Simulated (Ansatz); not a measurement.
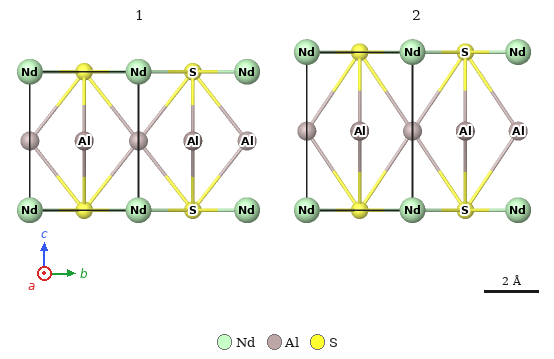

Two geometries of solid NdAl2S (a generated structure, set up in P4/mmm), drawn at one scale. One is the start of a relaxation, the other its converged end. A ball-and-stick model of the cell of the calculation, repeated 1 × 2 × 1 with one cell outlined, seen along the a axis.

Computed with DFT PBE, scalar-relativistic, plane waves, PAW; 4f electrons in the core of a trivalent norm-conserving potential (Ansatz 0.2.0). (plane-wave cutoff 660 eV; k-point mesh 12 × 12 × 10; occupations gaussian; smearing width 0.1 eV; no spin polarisation; cell and atoms relaxed; force threshold 0.01 eV/Å; at most 80 steps)

**Which one is relaxed?**

Structure 2 is the relaxed one. After 7 accepted moves (10 points after the start) the energy has fallen by 0.138 eV per cell of the calculation. All forces vanish by symmetry, so only the cell relaxes. Pressure: 0.32 GPa at the start and −0.01 GPa at the end. The line search rejected the trial step at point 4 of the run. At 2 points the geometry stayed and the basis and grid were re-selected for the new cell (energy shift of 1.4 meV per cell of the calculation at most each time). The atoms keep their places relative to the cell (all moves are under 0.005 Å). The volume changes by +8.0 %, with a = b 4.048 → 3.937 Å (−2.7 %), c 5.160 → 5.891 Å (+14.2 %). Some distances before and after: Al–S 3.279 → 3.543 Å, Nd–S 2.862 → 2.784 Å. The space group stays P4/mmm (No. 123).

Limits of the set-up: layers or molecules are held without a dispersion correction, so their spacing is unreliable.
